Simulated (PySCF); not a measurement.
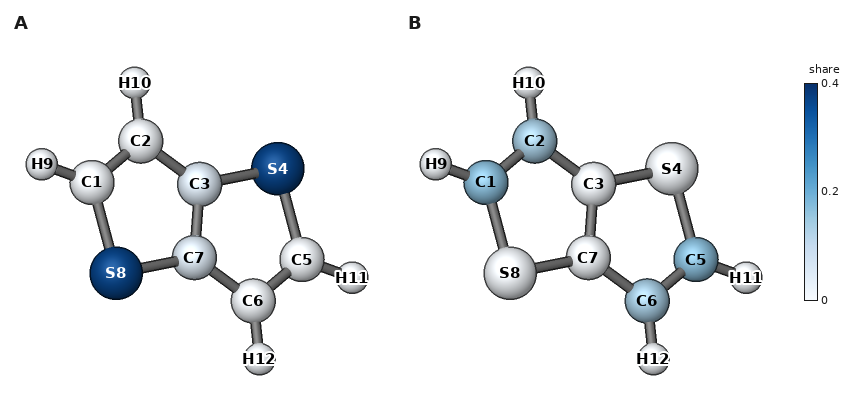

Each panel colours the atoms by their Löwdin share in one orbital (up to four of the largest shares; other atoms are shown as zero). The geometry was computed by an optimisation with PBE0-D3(BJ)/def2-SVP. No frequency run is at hand to confirm it as a minimum. Method: ωB97X-D/def2-SVPD (PySCF 2.14.0).

Question: The panels show the HOMO, LUMO+1, in some order. Which is which?

Answer: A: LUMO+1, 1.80 eV; S4 0.37, S8 0.37, C3 0.04, C7 0.04
B: HOMO, −8.11 eV; C1 0.17, C5 0.17, C2 0.14, C6 0.14
